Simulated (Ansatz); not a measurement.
# AlClGaH₃OSi: what the fields show

```yaml
atoms:
  - { symbol: Al, position_ang: [-1.9693, 0.1512, -0.4302] }
  - { symbol: Cl, position_ang: [-3.0020, 1.9823, -0.0658] }
  - { symbol: Ga, position_ang: [-0.4884, 0.4188, -3.5696] }
  - { symbol: O, position_ang: [-1.1329, -0.0156, -1.9020] }
  - { symbol: Si, position_ang: [-2.0464, -1.6231, 1.2524] }
  - { symbol: H, position_ang: [-0.6788, -2.1486, 1.5308] }
  - { symbol: H, position_ang: [-2.6328, -1.1544, 2.5381] }
  - { symbol: H, position_ang: [-2.8706, -2.7665, 0.7633] }
```

Geometry: B3LYP/6-31G*.

The calculation used isolated molecule in a Gaussian basis; Kohn-Sham density functional theory, functional PBE0 in Ansatz.

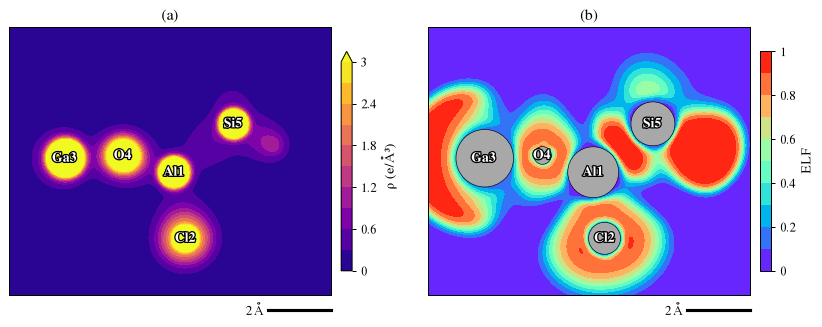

Figure 1. (a) total electron density; (b) electron localisation function on the plane of atoms Cl2, Al1 and Si5. Grey discs cover the atomic cores in the ELF map.

> Interpret the plot.

The section cuts through Al, Cl, Ga, O and Si sites. Al–O (1.70 Å): ρ at the midpoint is about 0.9 e/Å³; the ELF peaks at about 0.85 in the valence shell of O, 0.6 Å from its nucleus, and is about 0.50 at the midpoint. Ga–O (1.84 Å): ρ at the midpoint is about 0.78 e/Å³; the ELF peaks at about 0.85 in the valence shell of O, 0.6 Å from its nucleus, and is about 0.25 at the midpoint. Al–Cl (2.13 Å): ρ at the midpoint is about 0.69 e/Å³; the ELF peaks at about 0.85 in the valence shell of Cl, 0.9 Å from its nucleus, and is about 0.80 at the midpoint. Al–Si (2.45 Å): the density is about 0.5 e/Å³ at the midpoint; the ELF peaks at about 1 between the atoms (a shared electron pair). The ELF also peaks beside Cl2 and O4, away from the bonds: lone-pair regions.

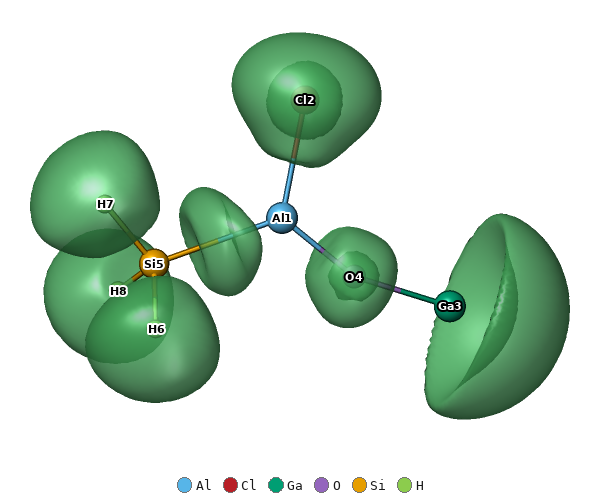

Figure 2. Isosurface of the electron localisation function at 0.75 (green), seen at a tilt. Core shells and regions of very low density are left out.

> Identify the bonds, lone pairs and shells in this picture.

The ELF exceeds this value in one region between bonded Al–Si atoms (shared pairs), three regions around hydrogen nuclei, one region on Cl in which the atom's valence shell and bonds are merged, one lobe on Ga, pointing away from the bonds (lone pairs) and one region wrapped around O (its valence shell).

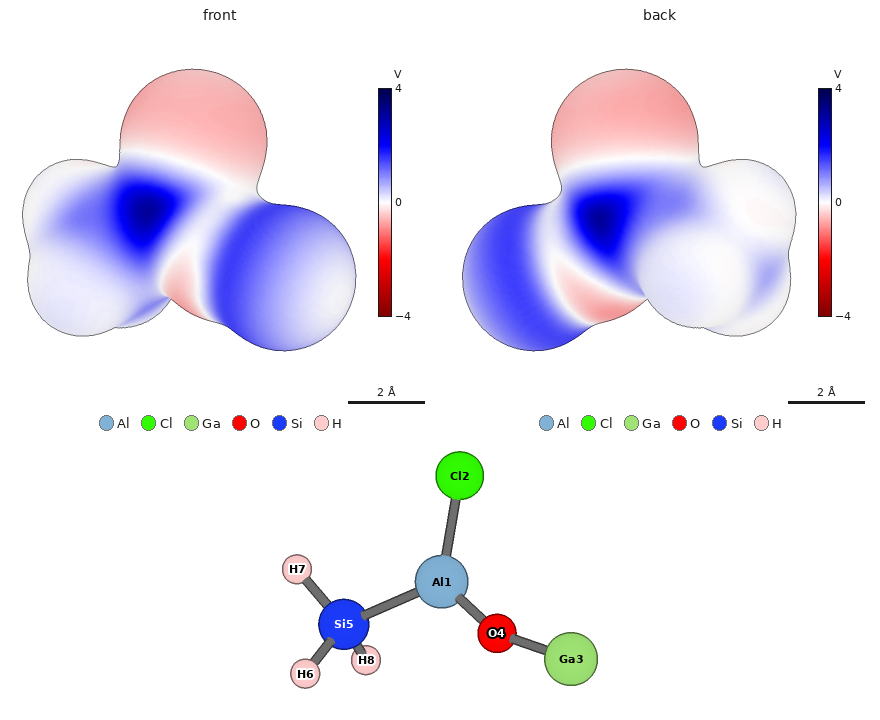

Figure 3. The electrostatic potential painted on the density surface at 0.002 e/bohr³, seen from the front and from behind; the colour scale runs from red (negative) to blue (positive). The bare structure is drawn below in the same view.

> Which sites attract a positive test charge, and which a negative one?

A positive charge is drawn to the negative regions and a negative charge to the positive ones. The most negative region (about −0.7 V) lies over Cl2 and O4, the most positive (about +3.0 V) over Al1.
